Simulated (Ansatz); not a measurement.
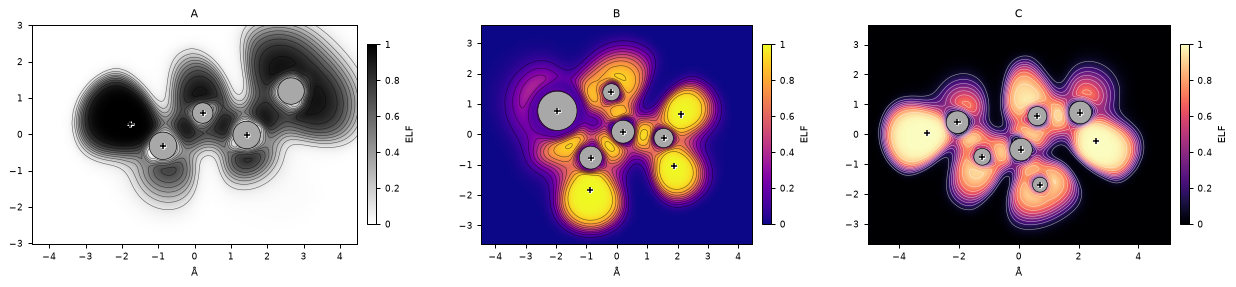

The ELF of 3 systems, each on a plane through atoms (crosses mark nuclei in the plane; grey discs cover the cores).

All numbers below come from RKS PBE0-D4/def2-TZVPP in Ansatz 0.2.0.

System 1: C₂H₅GeNO, the plane of atoms Ge4, C3 and H8. Geometry: PBE0-D4/def2-TZVP.

```json
{"atom": "N", "x (Å)": "-1.0231", "y (Å)": "0.2830", "z (Å)": "-1.5908"}
{"atom": "C", "x (Å)": "-0.2848", "y (Å)": "0.0840", "z (Å)": "-0.4693"}
{"atom": "C", "x (Å)": "0.3570", "y (Å)": "-1.0129", "z (Å)": "0.0237"}
{"atom": "Ge", "x (Å)": "0.9682", "y (Å)": "0.1095", "z (Å)": "1.4210"}
{"atom": "O", "x (Å)": "-0.0974", "y (Å)": "1.1808", "z (Å)": "0.3038"}
{"atom": "H", "x (Å)": "-1.6131", "y (Å)": "1.0979", "z (Å)": "-1.5854"}
{"atom": "H", "x (Å)": "-1.3973", "y (Å)": "-0.5298", "z (Å)": "-2.0468"}
{"atom": "H", "x (Å)": "0.4123", "y (Å)": "-2.0177", "z (Å)": "-0.3566"}
{"atom": "H", "x (Å)": "0.3638", "y (Å)": "0.0758", "z (Å)": "2.8362"}
{"atom": "H", "x (Å)": "2.3975", "y (Å)": "0.6782", "z (Å)": "1.4670"}
```

System 2: C₃H₆FNO (SMILES CN=C(F)OC), the plane of atoms C3, O5 and C6. Geometry: PBE0-D4/def2-TZVP.

```yaml
atoms:
  - { symbol: C, position_ang: [-1.6741, -0.3406, 1.1270] }
  - { symbol: N, position_ang: [-0.5134, 0.0928, 0.3909] }
  - { symbol: C, position_ang: [0.1702, -0.7208, -0.2584] }
  - { symbol: F, position_ang: [-0.0635, -2.0300, -0.3569] }
  - { symbol: O, position_ang: [1.2490, -0.4483, -0.9687] }
  - { symbol: C, position_ang: [1.6419, 0.9187, -0.9706] }
  - { symbol: H, position_ang: [-1.5469, -0.0812, 2.1810] }
  - { symbol: H, position_ang: [-1.8773, -1.4128, 1.0537] }
  - { symbol: H, position_ang: [-2.5501, 0.2056, 0.7682] }
  - { symbol: H, position_ang: [2.5325, 0.9658, -1.5931] }
  - { symbol: H, position_ang: [1.8610, 1.2532, 0.0444] }
  - { symbol: H, position_ang: [0.8478, 1.5424, -1.3834] }
```

System 3: C₂H₄Cl₂O (SMILES COC(Cl)Cl), the plane of atoms C1, O2 and C3. Geometry: PBE0-D4/def2-TZVP.

```xyz
9

C     0.4796   -1.0981   -0.3611
O     0.3384    0.2781   -0.6720
C    -0.4437    0.9599    0.1956
Cl   -0.8217    2.5240   -0.5108
Cl    0.3535    1.1889    1.8013
H    -0.5005   -1.5813   -0.2801
H     1.0366   -1.5401   -1.1842
H     1.0304   -1.2300    0.5737
H    -1.3842    0.4522    0.4205
```

Question: Match each panel to its system.

Answer: Panel A is system 3, C₂H₄Cl₂O: the plane holds C, O and H. C–O (1.35 Å): the ELF peaks at about 0.90 between the atoms (a polar covalent bond). Panel B is system 1, C₂H₅GeNO: the plane holds N, C, Ge, O and H. C–O (1.35 Å): the ELF peaks at about 0.90 between the atoms: a polar covalent bond. Panel C is system 2, C₃H₆FNO: the plane holds C, N, F, O and H. C–N (1.25 Å): the ELF peaks at about 0.90 between the atoms; a short, multiple covalent bond.
